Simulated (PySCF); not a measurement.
# One shape, several levels: singlet [BCl2]+

Aim: a comparison of 6 runs (B3LYP/def2-TZVP, BHLYP/def2-TZVP, CAM-B3LYP/def2-TZVP, M06-L/def2-TZVP, revPBE/def2-TZVP, CCSD(T)/def2-TZVP) of singlet [BCl2]+. The job is set up through a Python script.

The results are computed with PySCF 2.14.0.

3 further runs of the same task are left out: 3 set aside as unsound or not needed. Runs told in other sessions of the task aren't counted.

## (1) Starting point

[BCl2]+ has 3 atoms, charge +1, and is taken as a singlet. SMILES of the parent species: `Cl[B]Cl`. The shape is that of a PBE0-D4/def2-TZVP optimisation. That shape belongs to the parent species and isn't relaxed for this state.

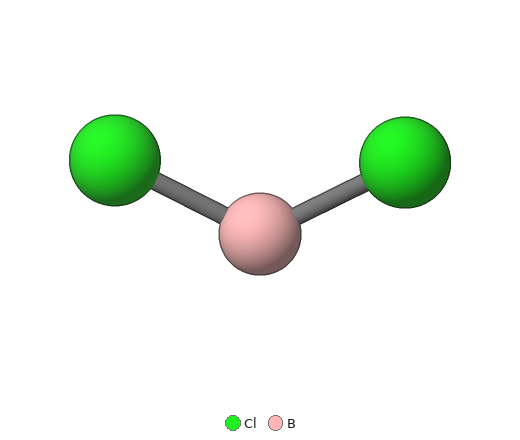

The structure, seen from a chosen angle (chlorine green, boron pink).

## (2) The energy at B3LYP/def2-TZVP (run 1)

run.py reads:

```python
from pyscf import gto, dft

system = gto.M(
    atom='''
Cl     0.702033    -2.882966     0.056692
B     -0.876644    -0.095053    -0.485471
Cl     0.154013     2.855565     0.403834
''',
    max_memory=1860,
    unit='bohr',
    verbose=4,
    basis='def2-tzvp',
    charge=1,
)

ks = dft.RKS(system)
ks.xc = 'b3lyp'
ks.grids.level = 5
ks.conv_tol = 1e-10
ks.kernel()
if not ks.converged:
    ks = ks.newton().run(ks.mo_coeff, ks.mo_occ)

e_tot = ks.e_tot
print('E(%s) = %.9f' % ('B3LYP', e_tot))
```

Run with:

```console
$ OMP_NUM_THREADS=1 python run.py
```

The log of the run:

```text
PySCF version 2.14.0

[INPUT] num. atoms = 3
[INPUT] num. electrons = 38
[INPUT] charge = 1
[INPUT] spin (= nelec alpha-beta = 2S) = 0
[INPUT] symmetry False subgroup None
[INPUT] Mole.unit = bohr
[INPUT] Symbol           X                Y                Z      unit          X                Y                Z       unit  Magmom
[INPUT]  1 Cl     0.371499864914  -1.525599907057   0.030000114441 AA    0.702033000000  -2.882966000000   0.056692000000 Bohr   0.0
[INPUT]  2 B     -0.463900026890  -0.050299881430  -0.256900189763 AA   -0.876644000000  -0.095053000000  -0.485471000000 Bohr   0.0
[INPUT]  3 Cl     0.081500169785   1.511099922301   0.213699749795 AA    0.154013000000   2.855565000000   0.403834000000 Bohr   0.0

nuclear repulsion = 102.359083826111
number of shells = 37
number of NR pGTOs = 172
number of NR cGTOs = 105
basis = def2-tzvp
ecp = {}

******** <class 'pyscf.dft.rks.RKS'> ********
method = RKS
initial guess = minao
damping factor = 0
level_shift factor = 0
DIIS = <class 'pyscf.scf.diis.CDIIS'>
diis_start_cycle = 1
diis_space = 8
diis_damp = 0
SCF conv_tol = 1e-10
SCF conv_tol_grad = None
SCF max_cycles = 50
direct_scf = True
direct_scf_tol = 1e-13
XC library pyscf.dft.libxc version 7.0.0
    S. Lehtola, C. Steigemann, M. J.T. Oliveira, and M. A.L. Marques.,  SoftwareX 7, 1–5 (2018)
XC functionals = b3lyp
    P. J. Stephens, F. J. Devlin, C. F. Chabalowski, and M. J. Frisch.,  J. Phys. Chem. 98, 11623 (1994)
radial grids:
    Treutler-Ahlrichs [JCP 102, 346 (1995); DOI:10.1063/1.469408] (M4) radial grids

becke partition: Becke, JCP 88, 2547 (1988); DOI:10.1063/1.454033
pruning grids: <function nwchem_prune>
grids dens level: 5
symmetrized grids: False
atomic radii adjust function: <function treutler_atomic_radii_adjust>
small_rho_cutoff = 0
Set gradient conv threshold to 1e-05
Initial guess from minao.
tot grids = 129256
init E= -945.625161216687
  HOMO = -0.362365739534937  LUMO = -0.162782805143845  gap/eV = 5.43093
cycle= 1 E= -944.925149668651  delta_E=  0.7  |g|= 0.423  |ddm|= 1.66
  HOMO = -0.583649733611261  LUMO = -0.494041864298552  gap/eV = 2.43835
cycle= 2 E= -944.646636764197  delta_E= 0.279  |g|= 1.12  |ddm|= 1.11
  HOMO = -0.600326827480685  LUMO = -0.431468091565883  gap/eV = 4.59488
cycle= 3 E= -944.993975253439  delta_E= -0.347  |g|= 0.0728  |ddm|= 0.683
  HOMO = -0.586338049809305  LUMO = -0.41480950206028  gap/eV = 4.66753
cycle= 4 E= -944.995082917278  delta_E= -0.00111  |g|= 0.0223  |ddm|= 0.0666
  HOMO = -0.588426552837749  LUMO = -0.413623872012149  gap/eV = 4.75662
cycle= 5 E= -944.995188062676  delta_E= -0.000105  |g|= 0.00321  |ddm|= 0.0153
  HOMO = -0.588143661043872  LUMO = -0.413288267636819  gap/eV = 4.75806
cycle= 6 E= -944.995190438294  delta_E= -2.38e-06  |g|= 0.001  |ddm|= 0.00244
  HOMO = -0.58814784693459  LUMO = -0.413258562088622  gap/eV = 4.75898
cycle= 7 E= -944.995190684023  delta_E= -2.46e-07  |g|= 0.000175  |ddm|= 0.000668
  HOMO = -0.588152637680474  LUMO = -0.413264428332642  gap/eV = 4.75895
cycle= 8 E= -944.995190691915  delta_E= -7.89e-09  |g|= 2.87e-05  |ddm|= 0.000135
  HOMO = -0.588150673075493  LUMO = -0.413265320974844  gap/eV = 4.75887
cycle= 9 E= -944.995190692056  delta_E= -1.4e-10  |g|= 2.07e-05  |ddm|= 3.93e-05
  HOMO = -0.588150857490295  LUMO = -0.413265702246406  gap/eV = 4.75887
cycle= 10 E= -944.995190692175  delta_E= -1.2e-10  |g|= 3.16e-06  |ddm|= 1.89e-05
  HOMO = -0.588151154978856  LUMO = -0.413265617713098  gap/eV = 4.75888
cycle= 11 E= -944.995190692181  delta_E= -6.14e-12  |g|= 3.82e-07  |ddm|= 3.14e-06
  HOMO = -0.588151044132424  LUMO = -0.41326561207973  gap/eV = 4.75888
Extra cycle  E= -944.995190692183  delta_E= -1.82e-12  |g|= 5.51e-07  |ddm|= 7.72e-07
converged SCF energy = -944.995190692183
E(B3LYP) = -944.995190692
```

It took 19 s on 1 thread of Arm Neoverse N1, shared host; peak memory 0.53 GiB.

## (3) The energy at BHLYP/def2-TZVP (run 2)

input.py reads:

```python
from pyscf import gto, dft

mol = gto.Mole()
mol.atom = [
    ('Cl', (0.371500, -1.525600, 0.030000)),
    ('B', (-0.463900, -0.050300, -0.256900)),
    ('Cl', (0.081500, 1.511100, 0.213700)),
]
mol.charge = 1
mol.verbose = 3
mol.max_memory = 1860
mol.basis = 'def2-tzvp'
mol.build()

myscf = dft.RKS(mol, xc='bhandhlyp')
myscf.grids.level = 5
myscf.conv_tol = 1e-10
myscf.kernel()
if not myscf.converged:
    myscf = myscf.newton().run(myscf.mo_coeff, myscf.mo_occ)

etot = myscf.e_tot
print('E(%s) = %.9f' % ('BHLYP', etot))
```

Run with:

```console
$ OMP_NUM_THREADS=1 python input.py
```

The log of the run:

```text
converged SCF energy = -944.947688476227
E(BHLYP) = -944.947688476
```

Run time: 17 s. Hardware: 1 thread of Arm Neoverse N1, shared host; peak memory 0.53 GiB.

Run 3 isn't shown in full; the table further down has it.

## (4) A single-point energy at M06-L/def2-TZVP (run 4)

geometry.xyz reads:

```xyz
3

Cl     0.371500    -1.525600     0.030000
B     -0.463900    -0.050300    -0.256900
Cl     0.081500     1.511100     0.213700
```

input.py reads:

```python
from pyscf import gto, dft

mol = gto.Mole()
mol.atom = 'geometry.xyz'
mol.charge = 1
mol.max_memory = 1860
mol.basis = 'def2-tzvp'
mol.verbose = 3
mol.build()

mf = dft.RKS(mol)
mf.xc = 'm06-l'
mf.conv_tol = 1e-10
mf.grids.level = 5
mf.kernel()
if not mf.converged:
    mf = mf.newton().run(mf.mo_coeff, mf.mo_occ)

e_tot = mf.e_tot
print(f'total energy: {e_tot:.8f} hartree')
```

Run with:

```console
$ OMP_NUM_THREADS=1 python input.py
```

The log of the run:

```text
converged SCF energy = -944.956034461439
total energy: -944.95603446 hartree
```

It took 36 s on 1 thread of Arm Neoverse N1, shared host; peak memory 0.56 GiB.

Run 5 isn't shown in full; the table further down has it.

## (5) The energy at CCSD(T)/def2-TZVP (run 6)

geometry.xyz: that of step 4 with these lines changed.

```diff
@@ -1,3 +1,3 @@
 3
-
+BCl2
 Cl     0.371500    -1.525600     0.030000
```

run.py reads:

```python
from pyscf import gto, scf, cc

mol = gto.Mole()
mol.atom = 'geometry.xyz'
mol.basis = 'def2-tzvp'
mol.spin = 0
mol.verbose = 3
mol.max_memory = 1860
mol.charge = 1
mol.build()

hf = scf.RHF(mol)
hf.conv_tol = 1e-10
hf.kernel()
if not hf.converged:
    hf = hf.newton().run(hf.mo_coeff, hf.mo_occ)

mycc = cc.CCSD(hf, frozen=11)
mycc.kernel()
e_t = mycc.ccsd_t()
e_final = mycc.e_tot + e_t
print('E(%s) = %.9f' % ('CCSD(T)', e_final))
```

Run with:

```console
$ OMP_NUM_THREADS=1 python run.py
```

The log of the run:

```text
converged SCF energy = -943.413358257019
E(CCSD) = -943.8907703833465  E_corr = -0.4774121263275401
CCSD(T) correction = -0.0255647615024221
E(CCSD(T)) = -943.916335145
```

Run time: 47 s. Hardware: 1 thread of Arm Neoverse N1, shared host; peak memory 0.63 GiB.

## (6) Overview of the runs

| run | level | integration grid | frozen core orbitals | energy (Eh) | HOMO energy (eV) | LUMO energy (eV) | HOMO–LUMO gap (eV) | wall time |
| --- | --- | --- | --- | --- | --- | --- | --- | --- |
| 1 | B3LYP/def2-TZVP | 5 | – | -944.995191 | -16.00 | -11.25 | 4.76 | 19 s |
| 2 | BHLYP/def2-TZVP | 5 | – | -944.947688 | -17.48 | -10.05 | 7.43 | 17 s |
| 3 | CAM-B3LYP/def2-TZVP | 5 | – | -944.967621 | -17.61 | -9.90 | 7.70 | 32 s |
| 4 | M06-L/def2-TZVP | 5 | – | -944.956034 | -15.16 | -11.56 | 3.59 | 36 s |
| 5 | revPBE/def2-TZVP | 5 | – | -944.799773 | -14.90 | -11.80 | 3.10 | 17 s |
| 6 | CCSD(T)/def2-TZVP | – | 11 | -943.916335 | -19.44 | -7.46 | 11.99 | 47 s |

## (7) Results

| quantity | value |
| --- | --- |
| run 6: total energy | -943.91634 Eh |
| run 6: HOMO energy (Hartree–Fock orbitals) | -19.44 eV |
| run 6: LUMO energy (Hartree–Fock orbitals) | -7.46 eV |
| run 6: HOMO–LUMO gap (Hartree–Fock orbitals) | 11.99 eV |
| run 6: correlation energy (11 core orbitals frozen) | -503.0 mEh |
| run 6: (T) correction | -25.56 mEh |
| run 6: T1 diagnostic | 0.020 |

What this shows: Over runs 1, 2, 3, 4, 5 the HOMO–LUMO gap runs from 3.10 eV (revPBE/def2-TZVP) to 7.70 eV (CAM-B3LYP/def2-TZVP). Totals of different functionals can't be ranked against each other. All runs together took 2.8 min, the longest 47 s.
